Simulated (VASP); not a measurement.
## YGe with PBEsol: from relaxation to properties

Wanted: the relaxed cell of YGe and its properties. The steps: relaxing cell and atoms (PBEsol), second relaxation, density, ELF and potential (PBEsol), bands along the symmetry lines (PBEsol), density of states (PBEsol), vibrations at Γ (PBEsol), volume scan with PBEsol, fit for PBEsol and self-consistent run (PBEsol), changed input. The start is a computed cell from the Materials Project.

Program: VASP 6.6.1. Level of theory: PBEsol; plane waves and PAW (Y_sv, Ge_d). Results are calculated unless marked as measured.

## 1. Starting point

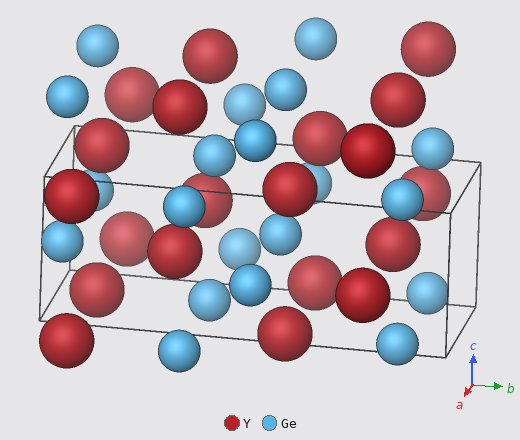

The starting structure, seen slightly off an axis (yttrium red, germanium blue). 2×1×2 cells are drawn. This picture shows the conventional cell, with its axes. Some periodic images of atoms are drawn too.

Structure file:

```xyz
4
Lattice="2.1413 -5.3622 0.0000 2.1413 5.3622 0.0000 0.0000 0.0000 3.9546" Properties=species:S:1:pos:R:3 pbc="T T T"
Y     2.1413    3.8757    0.9886
Y     2.1413   -3.8757    2.9659
Ge    2.1413    0.9049    0.9886
Ge    2.1413   -0.9049    2.9659
```

## 2. Relaxing cell and atoms (PBEsol)

The start need not lie at this functional's minimum. ISIF = 3 frees volume, shape and positions, and EDIFFG sets the threshold on forces and stress at which the search stops. PBEsol restores the gradient expansion of exchange and is tuned for the cells of solids.

File INCAR:

```
SYSTEM = YGe
PREC = Accurate
ENCUT = 410
EDIFF = 1E-06
NELM = 100
ISMEAR = 0
SIGMA = 0.05
LREAL = .FALSE.
ALGO = Normal
GGA = PS
NBANDS = 31
LASPH = .TRUE.
LORBIT = 11
LWAVE = .FALSE.
LCHARG = .FALSE.
KPAR = 4
IBRION = 2
NSW = 60
ISIF = 3
EDIFFG = -0.01
```

File POSCAR:

```
YGe
1.0
    2.1412800099     -5.3621999791      0.0000000000
    2.1412800099      5.3621999791      0.0000000000
    0.0000000000      0.0000000000      3.9545990300
Y Ge
2 2
Direct
    0.1386058500      0.8613941500      0.2500000000
    0.8613941500      0.1386058500      0.7500000000
    0.4156176900      0.5843823100      0.2500000000
    0.5843823100      0.4156176900      0.7500000000
```

File KPOINTS:

```
Automatic mesh
0
Gamma
6 6 6
0 0 0
```

Potentials, in the order of the species: Y_sv and Ge_d (PBE family, release 64).

Launch:

```sh
> mpirun -np 4 vasp_std
```

Output:

```text
[banner, memory and clock lines left out]
running    4 mpi-ranks, on    1 nodes
 distrk:  each k-point on    1 cores,    4 groups
 distr:  one band on    1 cores,    1 groups

 POSCAR found type information on POSCAR Y Ge
 POSCAR found :  2 types and       4 ions
|                                                                             |
|               ----> ADVICE to this user running VASP <----                  |
|                                                                             |
|     You enforced a specific xc type in the INCAR file but a different       |
|     [... a line on the potential file left out ...]
|     I HOPE YOU KNOW WHAT YOU ARE DOING!                                     |
|                                                                             |

 LDA part: xc-table for (Slater+PW92), standard interpolation
 POSCAR, INCAR and KPOINTS ok, starting setup
 FFT: planning ... GRIDC
 FFT: planning ... GRID_SOFT
 FFT: planning ... GRID
 WAVECAR not read
 entering main loop
       N       E                     dE             d eps       ncg     rms          rms(c)
DAV:   1     0.401044342203E+03    0.40104E+03   -0.21810E+04  3819   0.296E+03
DAV:   2     0.375651165873E+02   -0.36348E+03   -0.35248E+03  3281   0.714E+02
DAV:   3    -0.227120122775E+02   -0.60277E+02   -0.59412E+02  3896   0.177E+02
DAV:   4    -0.285494248236E+02   -0.58374E+01   -0.58116E+01  5386   0.476E+01
DAV:   5    -0.286974169392E+02   -0.14799E+00   -0.14795E+00  4397   0.790E+00    0.391E+01
DAV:   6    -0.275165110948E+02    0.11809E+01   -0.26016E+00  5097   0.725E+00    0.262E+01
DAV:   7    -0.274074748536E+02    0.10904E+00   -0.21692E+00  5096   0.867E+00    0.479E+00
DAV:   8    -0.273597252665E+02    0.47750E-01   -0.52021E-01  4414   0.490E+00    0.130E+00
DAV:   9    -0.273585226441E+02    0.12026E-02   -0.32604E-02  4619   0.175E+00    0.293E-01
DAV:  10    -0.273583691678E+02    0.15348E-03   -0.21760E-03  4337   0.336E-01    0.588E-02
DAV:  11    -0.273583563533E+02    0.12815E-04   -0.14280E-04  5118   0.101E-01    0.318E-02
DAV:  12    -0.273583532532E+02    0.31001E-05   -0.16163E-05  4057   0.257E-02    0.155E-02
DAV:  13    -0.273583534550E+02   -0.20178E-06   -0.24718E-06  3198   0.130E-02
   1 F= -.27358353E+02 E0= -.27356228E+02  d E =-.273584E+02
 curvature:   0.00 expect dE= 0.000E+00 dE for cont linesearch  0.000E+00
 trial: gam= 0.00000 g(F)=  0.699E-03 g(S)=  0.848E-01 ort = 0.000E+00 (trialstep = 0.100E+01)
 search vector abs. value=  0.855E-01
 bond charge predicted
       N       E                     dE             d eps       ncg     rms          rms(c)
DAV:   1    -0.287091985626E+02   -0.13508E+01   -0.22337E+01  4326   0.529E+01    0.877E+00
DAV:   2    -0.276933221829E+02    0.10159E+01   -0.23119E+00  4192   0.482E+01    0.388E+00
DAV:   3    -0.273709060011E+02    0.32242E+00   -0.11513E+00  5141   0.807E+00    0.207E+00
DAV:   4    -0.273689033085E+02    0.20027E-02   -0.13806E-01  5075   0.166E+00    0.216E+00
DAV:   5    -0.273709966966E+02   -0.20934E-02   -0.20176E-02  5262   0.924E-01    0.597E-01
DAV:   6    -0.273715220753E+02   -0.52538E-03   -0.54982E-03  4341   0.675E-01    0.352E-01
DAV:   7    -0.273715249921E+02   -0.29168E-05   -0.10236E-03  5405   0.133E-01    0.741E-02
DAV:   8    -0.273715082013E+02    0.16791E-04   -0.11136E-04  4720   0.680E-02    0.113E-01
DAV:   9    -0.273715105859E+02   -0.23845E-05   -0.25793E-05  5084   0.300E-02    0.177E-02
DAV:  10    -0.273715106224E+02   -0.36498E-07   -0.85454E-07  2638   0.754E-03
   2 F= -.27371511E+02 E0= -.27369436E+02  d E =-.131572E-01
[... from here on, the cycles between the ionic steps are left out ...]
   3 F= -.27384348E+02 E0= -.27382242E+02  d E =-.259942E-01
   4 F= -.27384338E+02 E0= -.27382233E+02  d E =-.259842E-01
   5 F= -.27384734E+02 E0= -.27382656E+02  d E =-.396408E-03
   6 F= -.27384776E+02 E0= -.27382709E+02  d E =-.438067E-03
   7 F= -.27384853E+02 E0= -.27382797E+02  d E =-.773852E-04
   8 F= -.27384854E+02 E0= -.27382797E+02  d E =-.781896E-04
   9 F= -.27384852E+02 E0= -.27382792E+02  d E =-.759162E-04
  10 F= -.27384855E+02 E0= -.27382798E+02  d E =-.795184E-04
  11 F= -.27384854E+02 E0= -.27382796E+02  d E =-.781903E-04
  12 F= -.27384855E+02 E0= -.27382797E+02  d E =-.791787E-04
  13 F= -.27384855E+02 E0= -.27382797E+02  d E =-.793597E-04
  14 F= -.27384880E+02 E0= -.27382826E+02  d E =-.250952E-04
  15 F= -.27384880E+02 E0= -.27382826E+02  d E =-.252910E-04
 curvature:  -0.26 expect dE=-0.136E-04 dE for cont linesearch -0.251E-05
 ZBRENT: interpolating
 opt :   0.8573  next Energy=   -27.384881 (dE=-0.263E-04)
 bond charge predicted
       N       E                     dE             d eps       ncg     rms          rms(c)
DAV:   1    -0.273848825550E+02   -0.20401E-05   -0.72433E-05  4567   0.728E-02    0.106E-02
DAV:   2    -0.273848813005E+02    0.12545E-05   -0.47220E-06  3684   0.244E-02    0.517E-03
DAV:   3    -0.273848805853E+02    0.71520E-06   -0.10370E-06  1787   0.112E-02
  16 F= -.27384881E+02 E0= -.27382826E+02  d E =-.254771E-04
 curvature:  -0.11 expect dE=-0.168E-05 dE for cont linesearch -0.326E-08
 trial: gam= 0.33940 g(F)=  0.784E-05 g(S)=  0.789E-05 ort = 0.136E-05 (trialstep = 0.958E+00)
 search vector abs. value=  0.237E-04
 reached required accuracy - stopping structural energy minimisation
```

It took 2.9 min on 4 MPI ranks of AMD EPYC 9R14 (Zen 4), shared host; peak memory 1 GiB.

The logs omit lines about the potential files and the build; timing stands in the text.

Parts of OUTCAR (step 2):

```text
ion  position               nearest neighbor table
   1  0.139  0.861  0.250-   3 2.97   4 2.97   4 2.97   4 2.97   4 2.97   3 3.21   3 3.21   2 3.57
                             2 3.57   2 3.77   2 3.77   2 3.77   2 3.77
   2  0.861  0.139  0.750-   4 2.97   3 2.97   3 2.97   3 2.97   3 2.97   4 3.21   4 3.21   1 3.57
                             1 3.57   1 3.77   1 3.77   1 3.77   1 3.77
   3  0.416  0.584  0.250-   4 2.68   4 2.68   1 2.97   2 2.97   2 2.97   2 2.97   2 2.97   1 3.21
                             1 3.21
   4  0.584  0.416  0.750-   3 2.68   3 2.68   2 2.97   1 2.97   1 2.97   1 2.97   1 2.97   2 3.21
                             2 3.21

  LATTYP: Found a base centered orthorhombic cell.
 ALAT       =     4.2825600198
 B/A-ratio  =     2.5042030721
 C/A-ratio  =     0.9234194061

 Subroutine GETGRP returns: Found  8 space group operations
 (whereof  4 operations were pure point group operations)

The static configuration has the point symmetry C_2h.
 The point group associated with its full space group is D_2h.

 Found     52 irreducible k-points:

   k-points           NKPTS =     52   k-points in BZ     NKDIM =     52   number of bands    NBANDS=     31

   dimension x,y,z NGX =    40 NGY =   40 NGZ =   28
   dimension x,y,z NGXF=    80 NGYF=   80 NGZF=   56

   ENCUT  =  410.0 eV  30.13 Ry    5.49 a.u.   9.53  9.53  6.53*2*pi/ulx,y,z

   NELECT =      50.0000    total number of electrons

 k-points in reciprocal lattice and weights: Automatic mesh
   0.00000000  0.00000000  0.00000000       0.005
   0.16666667  0.00000000  0.00000000       0.019
   0.33333333  0.00000000  0.00000000       0.019
   0.50000000  0.00000000  0.00000000       0.009
   0.16666667  0.16666667  0.00000000       0.009
   0.33333333  0.16666667  0.00000000       0.019
   0.50000000  0.16666667  0.00000000       0.019
  -0.33333333  0.16666667  0.00000000       0.019
  -0.16666667  0.16666667  0.00000000       0.009
[...]
-0.33333333  0.33333333  0.50000000       0.009
   0.50000000  0.50000000  0.50000000       0.005

 average (electrostatic) potential at core
       1 -34.8508       2 -34.8508       3 -73.2629       4 -73.2629

 E-fermi :   5.1897

 k-point     1 :       0.0000    0.0000    0.0000
  band No.  band energies     occupation
    ...
     20      -1.8231      2.00000
     21       2.4128      2.00000
     22       3.3285      2.00000
     23       3.9606      2.00000
     24       4.2086      2.00000
     25       5.5795      0.00000
     26       5.8547      0.00000
     27       6.6461      0.00000
     28       7.8307      0.00000
     29       8.0670      0.00000
    ...

 k-point     2 :       0.1667    0.0000    0.0000
  band No.  band energies     occupation
    ...
     20      -1.6744      2.00000
     21       1.7093      2.00000
     22       3.5366      2.00000
     23       3.6987      2.00000
     24       3.9783      2.00000
     25       5.5742      0.00000
     26       6.1600      0.00000
     27       6.3063      0.00000
     28       6.7352      0.00000
     29       7.7989      0.00000
    ...

 k-point     3 :       0.3333    0.0000    0.0000
  band No.  band energies     occupation
    ...
     20      -1.3496      2.00000
     21       1.0712      2.00000
     22       2.7476      2.00000
     23       3.1973      2.00000
     24       3.5161      2.00000
     25       5.6182      0.00000
     26       6.1656      0.00000
     27       6.7102      0.00000
     28       6.9288      0.00000
     29       7.3915      0.00000
    ...

  Total        0.0216642     -0.0064792      0.0119554      0.0000000      0.0000000      0.0000000
  in kB        0.3945578     -0.1180012      0.2177376      0.0000000      0.0000000      0.0000000
  external PRESSURE =       0.1647647 kB  Pullay stress =       0.0000000 kB

  energy-cutoff  :      410.00
  volume of cell :       87.97
      direct lattice vectors                 reciprocal lattice vectors
     2.110770854 -5.298019391 -0.000000000     0.236880284 -0.094374891 -0.000000000
     2.110770854  5.298019391  0.000000000     0.236880284  0.094374891  0.000000000
     0.000000000 -0.000000000  3.933305280     0.000000000 -0.000000000  0.254239101

 POSITION                                       TOTAL-FORCE (eV/Angst)
 -----------------------------------------------------------------------------------
      2.11077      3.83552      0.98333         0.000000      0.004775      0.000000
      2.11077     -3.83552      2.94998         0.000000     -0.004775     -0.000000
      2.11077      0.89673      0.98333         0.000000      0.007647      0.000000
      2.11077     -0.89673      2.94998         0.000000     -0.007647     -0.000000
 -----------------------------------------------------------------------------------
    total drift:                                0.000000      0.000000      0.000000

  FREE ENERGIE OF THE ION-ELECTRON SYSTEM (eV)
  ---------------------------------------------------
  free  energy   TOTEN  =       -27.3848805853 eV

  energy  without entropy=      -27.3807712088  energy(sigma->0) =      -27.38282590

 reached required accuracy - stopping structural energy minimisation

 total charge
# of ion       s       p       d       f       tot
--------------------------------------------------
    1        2.182   6.362   1.078   0.028   9.650
    2        2.182   6.362   1.078   0.028   9.650
    3        1.135   1.282  10.009   0.000  12.426
    4        1.135   1.282  10.009   0.000  12.426
--------------------------------------------------
tot          6.634  15.287  22.174   0.056  44.151

[... 3 further parts left out ...]
```

The k-mesh is coarse for a metal. The PAW data sets were made with PBE, which is usual practice but a small mismatch for other functionals. The run keeps the 8 symmetry operations of its start, so it cannot find a distortion of lower symmetry.

Relaxation path:

| step | energy less that of the first step (eV) | largest force (eV/Å) | pressure (GPa) | volume (Å³) |
| --- | --- | --- | --- | --- |
| 1 | 0.0000 | 0.0813 | -2.67 | 90.81 |
| 2 | -0.0132 | 0.0026 | 2.15 | 85.93 |
| 3 | -0.0260 | 0.0340 | 0.04 | 87.89 |
| 4 | -0.0260 | 0.0330 | 0.10 | 87.83 |
| 5 | -0.0264 | 0.0229 | 0.09 | 87.87 |
| 6 | -0.0264 | 0.0179 | 0.08 | 87.88 |
| 7 | -0.0265 | 0.0115 | -0.05 | 88.03 |
| 8 | -0.0265 | 0.0131 | -0.10 | 88.03 |
| 9 | -0.0265 | 0.0124 | 0.09 | 88.00 |
| 10 | -0.0265 | 0.0117 | -0.14 | 88.02 |
| 11 | -0.0265 | 0.0124 | -0.01 | 88.01 |
| 12 | -0.0265 | 0.0107 | -0.01 | 88.01 |
| 13 | -0.0265 | 0.0106 | -0.04 | 88.01 |
| 14 | -0.0265 | 0.0074 | 0.12 | 87.97 |
| 15 | -0.0265 | 0.0086 | -0.06 | 87.98 |
| 16 | -0.0265 | 0.0076 | 0.02 | 87.97 |

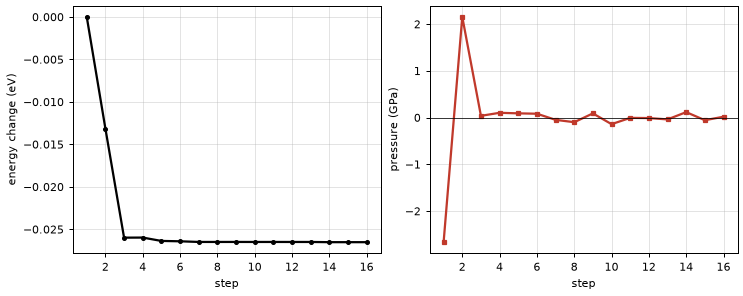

Energy and pressure along the relaxation.

| conventional cell, symmetrised | before | after | change |
| --- | --- | --- | --- |
| a (Å) | 4.283 | 4.222 | -1.4 % |
| b (Å) | 10.724 | 10.596 | -1.2 % |
| c (Å) | 3.955 | 3.933 | -0.5 % |
| volume (Å³/atom) | 22.70 | 21.99 | -3.1 % |

The relaxed structure:

```
Y Ge
1.0
     2.11077   -5.29802    0.00000
     2.11077    5.29802    0.00000
     0.00000    0.00000    3.93331
Y Ge
2 2
Direct
  0.13802 0.86198 0.25000
  0.86198 0.13802 0.75000
  0.41537 0.58463 0.25000
  0.58463 0.41537 0.75000
```

Numbers from this step:

* electrons: 50
* bands: 31
* irreducible k-points: 52
* symmetry operations: 8
* free energy (TOTEN): -27.38 eV
* energy at zero smearing: -27.38 eV
* Fermi energy: 5.190 eV
* pressure: 0.01648 GPa
* metallic: yes
* SCF cycles over all ionic steps: 86

It ends with a largest force of 0.008 eV/Å and a pressure of 0.02 GPa.

(Continued in part 2 of 6.)

[Lines on the potential files, build, host, timing and source positions are cut from VASP's logs without a mark.]

[Logs are printed without paths, hosts, clocks, repeated set-up lines and the standing remarks that a program may print on its own settings, such as how far it seeks lower states.]

[Hosts, paths, dates, database ids (printed as entryN), source tags and the programs' standing remarks are cut or masked in the printed files.]

[A measured line is paired with the nearest computed mode of its activity, which favours agreement.]
